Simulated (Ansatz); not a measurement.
```xyz
10

Ge    1.4543    0.7850   -1.0755
H     0.5852    0.5322   -2.3103
H    -2.5796    0.1491   -0.9637
S    -2.2495    0.9904    0.0324
Zn   -1.0986   -0.5300    1.0747
S    -0.1127   -2.0677    2.2390
H     2.9357    0.5554   -1.4070
H     1.2362    2.1978   -0.5300
H     1.0583   -0.2351    0.0191
H    -1.2294   -2.3772    2.9215
```

The reactant side of a reaction path; geometry: PBE0-D4/def2-TZVP.

All numbers below come from Ansatz, RKS PBE0-D4/def2-TZVPP.

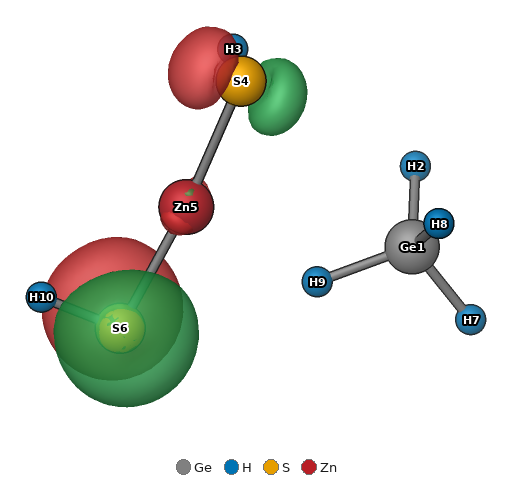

GeH4···H2S2Zn. The HOMO−1 at ±0.15 Å⁻³ᐟ² (green and red are the two phases), seen across its widest extent.

What is the character of this orbital?

Answer. It lies mainly on S6 (about 70 %), S4 (about 15 %) and Zn5 (about 10 %); largely a lone pair of S6. Its energy is −7.41 eV.
